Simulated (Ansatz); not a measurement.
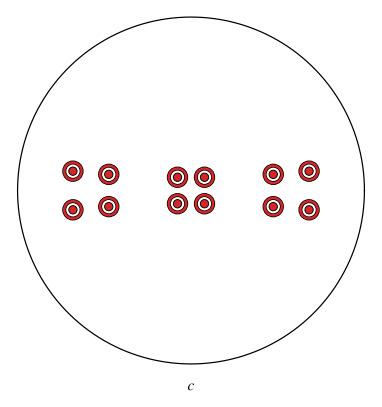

Stereographic projection: filled dots lie in the upper hemisphere, open rings in the lower. The b axis points at the viewer. The poles are all faces of one general form. Computed from the symmetry operations of a computed or model structure of composition Ru, which need not be its known form.

**Identify the point group and its elements.**

6/mmm (D6h), order 24, hexagonal system: one sixfold axis, six twofold axes, seven mirror planes, an inversion centre.

**Can such a crystal be piezoelectric, pyroelectric or chiral?**

It is centrosymmetric, so neither piezoelectric nor pyroelectric; it is not chiral.
